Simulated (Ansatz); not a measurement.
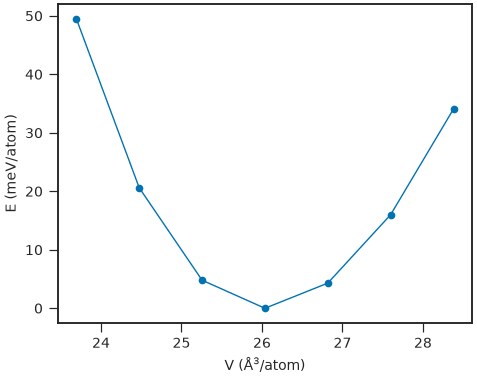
InAgTe2 in space group R-3m (No. 166; In on 3b, Ag on 3a, Te on 6c) under volume change, plane-wave PAW PBEsol (Ansatz code), shape and atoms relaxed at each volume.

Problem. What does a third-order Birch–Murnaghan fit give for V₀, B₀ and B′?

Solution. V₀ = 26.04 Å³/atom, B₀ = 61.9 GPa, B′ = 5.1.

The workflow started from a Materials Project entry (that database holds measured and hypothetical structures alike); the Crystallography Open Database copy checked does not list it. COD files the formula under space group No. 122, so this cell is another polymorph or a model. With In and Ag taken as one species the cell has the higher symmetry Fm-3m, so it may be an ordered model of a mixed-site phase. Whether it is the stable phase at ambient conditions was not checked. The cell was relaxed with PBEsol under the symmetry of its start; its stability against distortions is not shown here. No spin polarisation was allowed. Spin–orbit coupling is left out wherever it is not named.

Potentials: the later of the program's two PAW sets.
